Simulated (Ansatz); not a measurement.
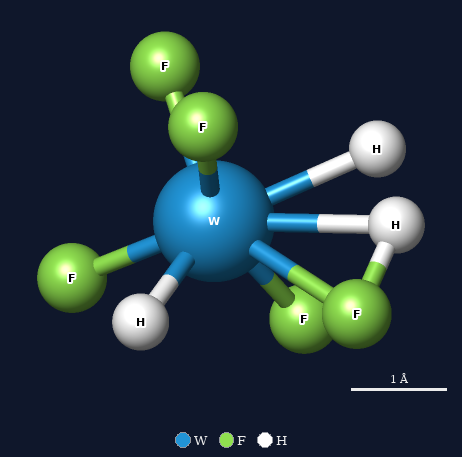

Figure 1. The input geometry (ball-and-stick view, seen at a tilt). Sticks mark near contacts. Bond lengths as drawn: F–H 1.15 Å, F–W 1.86 to 2.17 Å and H–W 1.69 to 2.05 Å.

# WH₃F₅: molecular dynamics (part 1 of 5)

The run: molecular dynamics of WH₃F₅. Method and program: RKS B3LYP/def2-SVP (Ansatz 0.2.0).

It belongs to a series of runs on one base structure; here: dynamics from the highest image of the converged band.

The input:
```yaml
crystal:
  periodic: [false, false, false]
  atoms:
    - { symbol: W, position_ang: [-0.003107, -0.172508, -0.002353] }
    - { symbol: F, position_ang: [0.80436, -0.22084, 2.011144] }
    - { symbol: F, position_ang: [1.549295, 0.843652, -0.209738] }
    - { symbol: H, position_ang: [-0.390903, 1.276451, 0.771984] }
    - { symbol: F, position_ang: [-1.656619, 0.307471, -0.734141] }
    - { symbol: F, position_ang: [-0.975846, -1.521261, 0.820946] }
    - { symbol: F, position_ang: [0.361337, -0.582757, -1.781473] }
    - { symbol: H, position_ang: [1.322705, -1.449293, 0.396198] }
    - { symbol: H, position_ang: [1.285479, -1.018816, 1.344633] }
basis:
  gaussian: { orbitals: def2-SVP }
hamiltonian:
  xc: b3lyp
md:
  timestep: 0.5
  n_steps: 200
  ensemble: nve
  temperature: 100.0
  initial_velocities: maxwell_boltzmann
  seed: 8872
```

Command:
```bash
ansatz run input.yaml --threads 4 --pin off --max-ram 5120MiB --backend cpu --events-out ev --progress --plain --runs-dir out
```

Log:
```
Engine: ansatz 0.2.0, aarch64-unknown-linux-gnu
Functional definition: B3LYP
  parameter a0 = 0.2
  parameter ax = 0.72
  parameter ac = 0.81
  exchange = (1 - a0 - ax)*slater_x + ax*b88_x + a0*exact_x
  correlation = (1 - ac)*vwn_rpa_c + ac*lyp_c
1219 factors; integrals over basis functions are off by at most 2.8e-4 eV
mean field evaluation 1: about -15440.9311 eV, gradient 7.9e1 eV
mean field evaluation 2: about -15338.8550 eV, gradient 2.6e2 eV
mean field evaluation 4: about -15451.4885 eV, gradient 1.8e1 eV
mean field evaluation 8: about -15452.0794 eV, gradient 4.2e-1 eV
mean field evaluation 16: about -15452.0798 eV, gradient 1.3e-4 eV
mean field -15452.07976165 eV, -567.8534574448 hartree, gradient 7.8e-6 eV, S^2 0.000000; 0 other end points of the search recorded, 0 dependent functions left out
the calculation of the forces begins
reference -15452.08007947 eV, -567.8534691245 hartree; 31, 31 occupied and 86, 86 virtual orbitals, 1219 factors
md step     0: t =     0.00 fs  T =   100.0 K  F+E_penalty+E_count = -15452.07976165 eV  E_kin = 0.090482 eV  conserved = -15451.98927965 eV  (32 SCF iters)
these checks for a lower state are left out or cut short: starts, cluster_reference, orbital_swaps, neighbouring_geometries, increment
1219 factors; integrals over basis functions are off by at most 2.8e-4 eV
mean field -15452.07887338 eV, -567.8534248014 hartree, gradient 1.7e-5 eV, S^2 0.000000; 0 other end points of the search recorded, 0 dependent functions left out
the calculation of the forces begins
reference -15452.07919120 eV, -567.8534364811 hartree; 31, 31 occupied and 86, 86 virtual orbitals, 1219 factors
md step     1: t =     0.50 fs  T =    99.0 K  F+E_penalty+E_count = -15452.07887338 eV  E_kin = 0.089601 eV  conserved = -15451.98927282 eV  (34 SCF iters)
[... from here on the SCF iterations and repeated set-up lines of each step are left out, up to the last step ...]
md step     2: t =     1.00 fs  T =    96.2 K  F+E_penalty+E_count = -15452.07632047 eV  E_kin = 0.087066 eV  conserved = -15451.98925438 eV  (34 SCF iters)
md step     3: t =     1.50 fs  T =    91.9 K  F+E_penalty+E_count = -15452.07241038 eV  E_kin = 0.083185 eV  conserved = -15451.98922541 eV  (34 SCF iters)
md step     4: t =     2.00 fs  T =    86.7 K  F+E_penalty+E_count = -15452.06761229 eV  E_kin = 0.078423 eV  conserved = -15451.98918959 eV  (34 SCF iters)
md step     5: t =     2.50 fs  T =    81.1 K  F+E_penalty+E_count = -15452.06250032 eV  E_kin = 0.073349 eV  conserved = -15451.98915170 eV  (34 SCF iters)
md step     6: t =     3.00 fs  T =    75.8 K  F+E_penalty+E_count = -15452.05768936 eV  E_kin = 0.068574 eV  conserved = -15451.98911513 eV  (35 SCF iters)
md step     7: t =     3.50 fs  T =    71.5 K  F+E_penalty+E_count = -15452.05377458 eV  E_kin = 0.064691 eV  conserved = -15451.98908387 eV  (36 SCF iters)
md step     8: t =     4.00 fs  T =    68.8 K  F+E_penalty+E_count = -15452.05127078 eV  E_kin = 0.062210 eV  conserved = -15451.98906044 eV  (36 SCF iters)
md step     9: t =     4.50 fs  T =    68.0 K  F+E_penalty+E_count = -15452.05056383 eV  E_kin = 0.061517 eV  conserved = -15451.98904711 eV  (35 SCF iters)
md step    10: t =     5.00 fs  T =    69.4 K  F+E_penalty+E_count = -15452.05187355 eV  E_kin = 0.062829 eV  conserved = -15451.98904481 eV  (36 SCF iters)
md step    11: t =     5.50 fs  T =    73.1 K  F+E_penalty+E_count = -15452.05523746 eV  E_kin = 0.066183 eV  conserved = -15451.98905399 eV  (34 SCF iters)
md step    12: t =     6.00 fs  T =    79.0 K  F+E_penalty+E_count = -15452.06051464 eV  E_kin = 0.071442 eV  conserved = -15451.98907231 eV  (35 SCF iters)
md step    13: t =     6.50 fs  T =    86.6 K  F+E_penalty+E_count = -15452.06741976 eV  E_kin = 0.078323 eV  conserved = -15451.98909654 eV  (34 SCF iters)
md step    14: t =     7.00 fs  T =    95.6 K  F+E_penalty+E_count = -15452.07557902 eV  E_kin = 0.086458 eV  conserved = -15451.98912114 eV  (35 SCF iters)
md step    15: t =     7.50 fs  T =   105.5 K  F+E_penalty+E_count = -15452.08461010 eV  E_kin = 0.095469 eV  conserved = -15451.98914099 eV  (34 SCF iters)
md step    16: t =     8.00 fs  T =   116.1 K  F+E_penalty+E_count = -15452.09420872 eV  E_kin = 0.105058 eV  conserved = -15451.98915052 eV  (35 SCF iters)
md step    17: t =     8.50 fs  T =   127.2 K  F+E_penalty+E_count = -15452.10423379 eV  E_kin = 0.115088 eV  conserved = -15451.98914583 eV  (34 SCF iters)
md step    18: t =     9.00 fs  T =   138.9 K  F+E_penalty+E_count = -15452.11476991 eV  E_kin = 0.125645 eV  conserved = -15451.98912535 eV  (32 SCF iters)
md step    19: t =     9.50 fs  T =   151.5 K  F+E_penalty+E_count = -15452.12615145 eV  E_kin = 0.137060 eV  conserved = -15451.98909112 eV  (34 SCF iters)
md step    20: t =    10.00 fs  T =   165.6 K  F+E_penalty+E_count = -15452.13893238 eV  E_kin = 0.149883 eV  conserved = -15451.98904901 eV  (34 SCF iters)
md step    21: t =    10.50 fs  T =   182.1 K  F+E_penalty+E_count = -15452.15379562 eV  E_kin = 0.164787 eV  conserved = -15451.98900832 eV  (34 SCF iters)
md step    22: t =    11.00 fs  T =   201.6 K  F+E_penalty+E_count = -15452.17140841 eV  E_kin = 0.182427 eV  conserved = -15451.98898108 eV  (34 SCF iters)
md step    23: t =    11.50 fs  T =   224.7 K  F+E_penalty+E_count = -15452.19224581 eV  E_kin = 0.203268 eV  conserved = -15451.98897786 eV  (34 SCF iters)
md step    24: t =    12.00 fs  T =   251.4 K  F+E_penalty+E_count = -15452.21643358 eV  E_kin = 0.227429 eV  conserved = -15451.98900482 eV  (34 SCF iters)
md step    25: t =    12.50 fs  T =   281.4 K  F+E_penalty+E_count = -15452.24367106 eV  E_kin = 0.254613 eV  conserved = -15451.98905821 eV  (33 SCF iters)
md step    26: t =    13.00 fs  T =   314.1 K  F+E_penalty+E_count = -15452.27330394 eV  E_kin = 0.284183 eV  conserved = -15451.98912118 eV  (34 SCF iters)
md step    27: t =    13.50 fs  T =   348.6 K  F+E_penalty+E_count = -15452.30457855 eV  E_kin = 0.315410 eV  conserved = -15451.98916823 eV  (33 SCF iters)
md step    28: t =    14.00 fs  T =   384.4 K  F+E_penalty+E_count = -15452.33701115 eV  E_kin = 0.347834 eV  conserved = -15451.98917730 eV  (34 SCF iters)
md step    29: t =    14.50 fs  T =   421.7 K  F+E_penalty+E_count = -15452.37068082 eV  E_kin = 0.381532 eV  conserved = -15451.98914864 eV  (35 SCF iters)
md step    30: t =    15.00 fs  T =   460.9 K  F+E_penalty+E_count = -15452.40618330 eV  E_kin = 0.417070 eV  conserved = -15451.98911303 eV  (35 SCF iters)
md step    31: t =    15.50 fs  T =   502.9 K  F+E_penalty+E_count = -15452.44413952 eV  E_kin = 0.455023 eV  conserved = -15451.98911633 eV  (35 SCF iters)
md step    32: t =    16.00 fs  T =   547.4 K  F+E_penalty+E_count = -15452.48451484 eV  E_kin = 0.495333 eV  conserved = -15451.98918229 eV  (34 SCF iters)
md step    33: t =    16.50 fs  T =   593.5 K  F+E_penalty+E_count = -15452.52628863 eV  E_kin = 0.537002 eV  conserved = -15451.98928675 eV  (34 SCF iters)
md step    34: t =    17.00 fs  T =   639.3 K  F+E_penalty+E_count = -15452.56783260 eV  E_kin = 0.578460 eV  conserved = -15451.98937307 eV  (34 SCF iters)
md step    35: t =    17.50 fs  T =   683.4 K  F+E_penalty+E_count = -15452.60778098 eV  E_kin = 0.618388 eV  conserved = -15451.98939248 eV  (35 SCF iters)
md step    36: t =    18.00 fs  T =   725.5 K  F+E_penalty+E_count = -15452.64578494 eV  E_kin = 0.656449 eV  conserved = -15451.98933603 eV  (34 SCF iters)
md step    37: t =    18.50 fs  T =   766.4 K  F+E_penalty+E_count = -15452.68267038 eV  E_kin = 0.693435 eV  conserved = -15451.98923563 eV  (33 SCF iters)
md step    38: t =    19.00 fs  T =   807.7 K  F+E_penalty+E_count = -15452.71996552 eV  E_kin = 0.730823 eV  conserved = -15451.98914282 eV  (34 SCF iters)
md step    39: t =    19.50 fs  T =   851.0 K  F+E_penalty+E_count = -15452.75910646 eV  E_kin = 0.770002 eV  conserved = -15451.98910415 eV  (35 SCF iters)
md step    40: t =    20.00 fs  T =   896.9 K  F+E_penalty+E_count = -15452.80070729 eV  E_kin = 0.811564 eV  conserved = -15451.98914322 eV  (34 SCF iters)
md step    41: t =    20.50 fs  T =   944.9 K  F+E_penalty+E_count = -15452.84419508 eV  E_kin = 0.854946 eV  conserved = -15451.98924927 eV  (34 SCF iters)
md step    42: t =    21.00 fs  T =   993.1 K  F+E_penalty+E_count = -15452.88798448 eV  E_kin = 0.898607 eV  conserved = -15451.98937726 eV  (34 SCF iters)
md step    43: t =    21.50 fs  T =  1039.7 K  F+E_penalty+E_count = -15452.93018976 eV  E_kin = 0.940728 eV  conserved = -15451.98946147 eV  (34 SCF iters)
md step    44: t =    22.00 fs  T =  1083.3 K  F+E_penalty+E_count = -15452.96962152 eV  E_kin = 0.980169 eV  conserved = -15451.98945299 eV  (34 SCF iters)
md step    45: t =    22.50 fs  T =  1124.1 K  F+E_penalty+E_count = -15453.00649734 eV  E_kin = 1.017136 eV  conserved = -15451.98936121 eV  (34 SCF iters)
md step    46: t =    23.00 fs  T =  1163.7 K  F+E_penalty+E_count = -15453.04224497 eV  E_kin = 1.052978 eV  conserved = -15451.98926710 eV  (34 SCF iters)
md step    47: t =    23.50 fs  T =  1203.6 K  F+E_penalty+E_count = -15453.07828627 eV  E_kin = 1.089023 eV  conserved = -15451.98926307 eV  (34 SCF iters)
md step    48: t =    24.00 fs  T =  1243.7 K  F+E_penalty+E_count = -15453.11466751 eV  E_kin = 1.125297 eV  conserved = -15451.98937042 eV  (34 SCF iters)
md step    49: t =    24.50 fs  T =  1282.3 K  F+E_penalty+E_count = -15453.14975342 eV  E_kin = 1.160237 eV  conserved = -15451.98951623 eV  (34 SCF iters)
md step    50: t =    25.00 fs  T =  1317.1 K  F+E_penalty+E_count = -15453.18131947 eV  E_kin = 1.191721 eV  conserved = -15451.98959803 eV  (34 SCF iters)
md step    51: t =    25.50 fs  T =  1346.7 K  F+E_penalty+E_count = -15453.20809793 eV  E_kin = 1.218533 eV  conserved = -15451.98956507 eV  (34 SCF iters)
md step    52: t =    26.00 fs  T =  1371.7 K  F+E_penalty+E_count = -15453.23056676 eV  E_kin = 1.241122 eV  conserved = -15451.98944463 eV  (34 SCF iters)
md step    53: t =    26.50 fs  T =  1393.9 K  F+E_penalty+E_count = -15453.25057449 eV  E_kin = 1.261267 eV  conserved = -15451.98930779 eV  (34 SCF iters)
md step    54: t =    27.00 fs  T =  1415.8 K  F+E_penalty+E_count = -15453.27025506 eV  E_kin = 1.281029 eV  conserved = -15451.98922575 eV  (34 SCF iters)
md step    55: t =    27.50 fs  T =  1438.6 K  F+E_penalty+E_count = -15453.29091039 eV  E_kin = 1.301671 eV  conserved = -15451.98923937 eV  (34 SCF iters)
md step    56: t =    28.00 fs  T =  1462.2 K  F+E_penalty+E_count = -15453.31235738 eV  E_kin = 1.323011 eV  conserved = -15451.98934648 eV  (34 SCF iters)
md step    57: t =    28.50 fs  T =  1484.8 K  F+E_penalty+E_count = -15453.33296114 eV  E_kin = 1.343458 eV  conserved = -15451.98950347 eV  (32 SCF iters)
md step    58: t =    29.00 fs  T =  1503.8 K  F+E_penalty+E_count = -15453.35034170 eV  E_kin = 1.360705 eV  conserved = -15451.98963688 eV  (34 SCF iters)
md step    59: t =    29.50 fs  T =  1517.2 K  F+E_penalty+E_count = -15453.36251131 eV  E_kin = 1.372831 eV  conserved = -15451.98968022 eV  (34 SCF iters)
md step    60: t =    30.00 fs  T =  1524.3 K  F+E_penalty+E_count = -15453.36887410 eV  E_kin = 1.379254 eV  conserved = -15451.98962027 eV  (34 SCF iters)
md step    61: t =    30.50 fs  T =  1526.1 K  F+E_penalty+E_count = -15453.37038456 eV  E_kin = 1.380861 eV  conserved = -15451.98952310 eV  (34 SCF iters)
md step    62: t =    31.00 fs  T =  1524.1 K  F+E_penalty+E_count = -15453.36854103 eV  E_kin = 1.379050 eV  conserved = -15451.98949061 eV  (34 SCF iters)
md step    63: t =    31.50 fs  T =  1518.9 K  F+E_penalty+E_count = -15453.36387214 eV  E_kin = 1.374301 eV  conserved = -15451.98957140 eV  (34 SCF iters)
md step    64: t =    32.00 fs  T =  1509.2 K  F+E_penalty+E_count = -15453.35522724 eV  E_kin = 1.365516 eV  conserved = -15451.98971163 eV  (34 SCF iters)
md step    65: t =    32.50 fs  T =  1492.8 K  F+E_penalty+E_count = -15453.34056633 eV  E_kin = 1.350760 eV  conserved = -15451.98980589 eV  (34 SCF iters)
md step    66: t =    33.00 fs  T =  1468.5 K  F+E_penalty+E_count = -15453.31853860 eV  E_kin = 1.328754 eV  conserved = -15451.98978411 eV  (35 SCF iters)
md step    67: t =    33.50 fs  T =  1436.6 K  F+E_penalty+E_count = -15453.28955007 eV  E_kin = 1.299894 eV  conserved = -15451.98965565 eV  (34 SCF iters)
md step    68: t =    34.00 fs  T =  1399.4 K  F+E_penalty+E_count = -15453.25566317 eV  E_kin = 1.266180 eV  conserved = -15451.98948341 eV  (34 SCF iters)
md step    69: t =    34.50 fs  T =  1359.7 K  F+E_penalty+E_count = -15453.21964380 eV  E_kin = 1.230305 eV  conserved = -15451.98933884 eV  (34 SCF iters)
md step    70: t =    35.00 fs  T =  1320.2 K  F+E_penalty+E_count = -15453.18384037 eV  E_kin = 1.194572 eV  conserved = -15451.98926820 eV  (33 SCF iters)
md step    71: t =    35.50 fs  T =  1282.2 K  F+E_penalty+E_count = -15453.14944000 eV  E_kin = 1.160161 eV  conserved = -15451.98927879 eV  (34 SCF iters)
md step    72: t =    36.00 fs  T =  1245.6 K  F+E_penalty+E_count = -15453.11635314 eV  E_kin = 1.127017 eV  conserved = -15451.98933639 eV  (34 SCF iters)
md step    73: t =    36.50 fs  T =  1209.5 K  F+E_penalty+E_count = -15453.08375520 eV  E_kin = 1.094378 eV  conserved = -15451.98937748 eV  (34 SCF iters)
md step    74: t =    37.00 fs  T =  1173.4 K  F+E_penalty+E_count = -15453.05108620 eV  E_kin = 1.061749 eV  conserved = -15451.98933744 eV  (34 SCF iters)
md step    75: t =    37.50 fs  T =  1138.2 K  F+E_penalty+E_count = -15453.01903587 eV  E_kin = 1.029841 eV  conserved = -15451.98919492 eV  (34 SCF iters)
md step    76: t =    38.00 fs  T =  1106.1 K  F+E_penalty+E_count = -15452.98982833 eV  E_kin = 1.000822 eV  conserved = -15451.98900663 eV  (31 SCF iters)
md step    77: t =    38.50 fs  T =  1080.3 K  F+E_penalty+E_count = -15452.96634920 eV  E_kin = 0.977470 eV  conserved = -15451.98887932 eV  (34 SCF iters)
md step    78: t =    39.00 fs  T =  1062.8 K  F+E_penalty+E_count = -15452.95054856 eV  E_kin = 0.961663 eV  conserved = -15451.98888536 eV  (34 SCF iters)
md step    79: t =    39.50 fs  T =  1053.7 K  F+E_penalty+E_count = -15452.94237658 eV  E_kin = 0.953381 eV  conserved = -15451.98899593 eV  (34 SCF iters)
md step    80: t =    40.00 fs  T =  1051.2 K  F+E_penalty+E_count = -15452.94021148 eV  E_kin = 0.951104 eV  conserved = -15451.98910782 eV  (33 SCF iters)
md step    81: t =    40.50 fs  T =  1053.5 K  F+E_penalty+E_count = -15452.94238612 eV  E_kin = 0.953251 eV  conserved = -15451.98913511 eV  (33 SCF iters)
md step    82: t =    41.00 fs  T =  1060.4 K  F+E_penalty+E_count = -15452.94849903 eV  E_kin = 0.959434 eV  conserved = -15451.98906549 eV  (33 SCF iters)
md step    83: t =    41.50 fs  T =  1072.8 K  F+E_penalty+E_count = -15452.95962460 eV  E_kin = 0.970672 eV  conserved = -15451.98895263 eV  (34 SCF iters)
md step    84: t =    42.00 fs  T =  1092.6 K  F+E_penalty+E_count = -15452.97751612 eV  E_kin = 0.988646 eV  conserved = -15451.98886963 eV  (34 SCF iters)
md step    85: t =    42.50 fs  T =  1121.3 K  F+E_penalty+E_count = -15453.00346758 eV  E_kin = 1.014597 eV  conserved = -15451.98887101 eV  (34 SCF iters)
md step    86: t =    43.00 fs  T =  1158.8 K  F+E_penalty+E_count = -15453.03744400 eV  E_kin = 1.048471 eV  conserved = -15451.98897335 eV  (34 SCF iters)
md step    87: t =    43.50 fs  T =  1203.2 K  F+E_penalty+E_count = -15453.07781425 eV  E_kin = 1.088664 eV  conserved = -15451.98915031 eV  (34 SCF iters)
md step    88: t =    44.00 fs  T =  1251.6 K  F+E_penalty+E_count = -15453.12177521 eV  E_kin = 1.132436 eV  conserved = -15451.98933938 eV  (34 SCF iters)
md step    89: t =    44.50 fs  T =  1300.7 K  F+E_penalty+E_count = -15453.16633926 eV  E_kin = 1.176873 eV  conserved = -15451.98946662 eV  (34 SCF iters)
md step    90: t =    45.00 fs  T =  1348.3 K  F+E_penalty+E_count = -15453.20947468 eV  E_kin = 1.219986 eV  conserved = -15451.98948895 eV  (33 SCF iters)
md step    91: t =    45.50 fs  T =  1394.0 K  F+E_penalty+E_count = -15453.25073118 eV  E_kin = 1.261295 eV  conserved = -15451.98943645 eV  (34 SCF iters)
md step    92: t =    46.00 fs  T =  1438.3 K  F+E_penalty+E_count = -15453.29076409 eV  E_kin = 1.301361 eV  conserved = -15451.98940270 eV  (33 SCF iters)
md step    93: t =    46.50 fs  T =  1481.5 K  F+E_penalty+E_count = -15453.32993018 eV  E_kin = 1.340459 eV  conserved = -15451.98947078 eV  (34 SCF iters)
md step    94: t =    47.00 fs  T =  1522.3 K  F+E_penalty+E_count = -15453.36707333 eV  E_kin = 1.377441 eV  conserved = -15451.98963225 eV  (33 SCF iters)
md step    95: t =    47.50 fs  T =  1558.2 K  F+E_penalty+E_count = -15453.39965339 eV  E_kin = 1.409861 eV  conserved = -15451.98979237 eV  (32 SCF iters)
md step    96: t =    48.00 fs  T =  1586.3 K  F+E_penalty+E_count = -15453.42514771 eV  E_kin = 1.435293 eV  conserved = -15451.98985468 eV  (34 SCF iters)
md step    97: t =    48.50 fs  T =  1605.5 K  F+E_penalty+E_count = -15453.44250954 eV  E_kin = 1.452718 eV  conserved = -15451.98979160 eV  (34 SCF iters)
md step    98: t =    49.00 fs  T =  1616.9 K  F+E_penalty+E_count = -15453.45261351 eV  E_kin = 1.462965 eV  conserved = -15451.98964848 eV  (34 SCF iters)
md step    99: t =    49.50 fs  T =  1622.5 K  F+E_penalty+E_count = -15453.45759116 eV  E_kin = 1.468090 eV  conserved = -15451.98950096 eV  (34 SCF iters)
md step   100: t =    50.00 fs  T =  1624.9 K  F+E_penalty+E_count = -15453.45966777 eV  E_kin = 1.470256 eV  conserved = -15451.98941180 eV  (34 SCF iters)
md step   101: t =    50.50 fs  T =  1625.5 K  F+E_penalty+E_count = -15453.46016533 eV  E_kin = 1.470757 eV  conserved = -15451.98940840 eV  (34 SCF iters)
md step   102: t =    51.00 fs  T =  1624.2 K  F+E_penalty+E_count = -15453.45906291 eV  E_kin = 1.469588 eV  conserved = -15451.98947541 eV  (34 SCF iters)
md step   103: t =    51.50 fs  T =  1619.9 K  F+E_penalty+E_count = -15453.45524358 eV  E_kin = 1.465684 eV  conserved = -15451.98956007 eV  (34 SCF iters)
md step   104: t =    52.00 fs  T =  1611.1 K  F+E_penalty+E_count = -15453.44733508 eV  E_kin = 1.457743 eV  conserved = -15451.98959223 eV  (34 SCF iters)
md step   105: t =    52.50 fs  T =  1597.3 K  F+E_penalty+E_count = -15453.43479584 eV  E_kin = 1.445271 eV  conserved = -15451.98952439 eV  (35 SCF iters)
md step   106: t =    53.00 fs  T =  1579.6 K  F+E_penalty+E_count = -15453.41861387 eV  E_kin = 1.429237 eV  conserved = -15451.98937669 eV  (34 SCF iters)
md step   107: t =    53.50 fs  T =  1560.2 K  F+E_penalty+E_count = -15453.40097291 eV  E_kin = 1.411732 eV  conserved = -15451.98924100 eV  (34 SCF iters)
md step   108: t =    54.00 fs  T =  1541.4 K  F+E_penalty+E_count = -15453.38386952 eV  E_kin = 1.394655 eV  conserved = -15451.98921424 eV  (34 SCF iters)
md step   109: t =    54.50 fs  T =  1523.4 K  F+E_penalty+E_count = -15453.36767321 eV  E_kin = 1.378361 eV  conserved = -15451.98931200 eV  (34 SCF iters)
md step   110: t =    55.00 fs  T =  1504.7 K  F+E_penalty+E_count = -15453.35090431 eV  E_kin = 1.361454 eV  conserved = -15451.98945018 eV  (34 SCF iters)
md step   111: t =    55.50 fs  T =  1483.1 K  F+E_penalty+E_count = -15453.33147627 eV  E_kin = 1.341955 eV  conserved = -15451.98952082 eV  (34 SCF iters)
md step   112: t =    56.00 fs  T =  1457.6 K  F+E_penalty+E_count = -15453.30831736 eV  E_kin = 1.318843 eV  conserved = -15451.98947404 eV  (34 SCF iters)
md step   113: t =    56.50 fs  T =  1428.8 K  F+E_penalty+E_count = -15453.28214325 eV  E_kin = 1.292804 eV  conserved = -15451.98933911 eV  (34 SCF iters)
```
